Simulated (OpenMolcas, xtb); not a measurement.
**CH2AlFO (SMILES F[CH]1[O][AlH]1): the dipole moment, rung by rung**

The species is CH2AlFO (6 atoms), meant as a singlet with charge 0. SMILES: `F[CH]1[O][AlH]1`. The shape comes from GFN2-xTB, which is rough for such elements, and wasn't checked as a minimum.

Each level gives the dipole moment (D). The values are calculated.

```tsv
level	kind	program	value (D)	CPU time
GFN2-xTB	semi-empirical	xtb	3.90	under 2 s
GFN0-xTB	semi-empirical	xtb	5.04	under 2 s
GFN1-xTB	semi-empirical	xtb	4.96	under 2 s
HF/STO-3G	Hartree–Fock	OpenMolcas	4.11	2 s
HF/3-21G	Hartree–Fock	OpenMolcas	4.44	2.3 s
HF/def2-SVP	Hartree–Fock	OpenMolcas	4.18	4.7 s
PBE/cc-pVDZ	GGA	OpenMolcas	2.72	23 s
r2SCAN/6-311+G**	meta-GGA	OpenMolcas	3.46	52 s
TPSSh/6-31G	hybrid meta-GGA	OpenMolcas	3.48	16 s
B3LYP/6-31G* (spherical functions)	global hybrid	OpenMolcas	3.05	18 s
```

The values span 2.72 to 5.04 D. Sets without polarisation functions give poor dipoles. CPU times are rough (shared hosts, several kinds of processor): they show what a rung costs within a factor of a few.

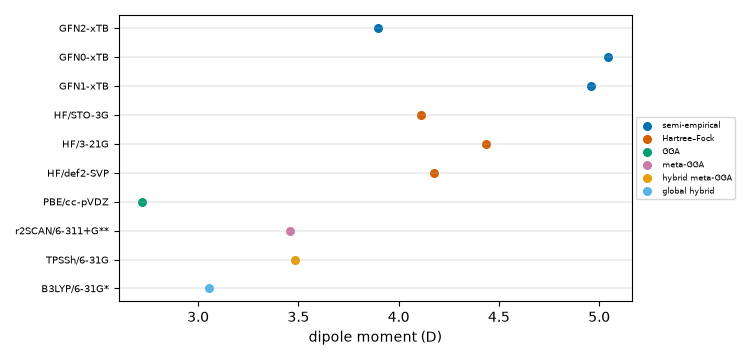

The values of the table, level by level.
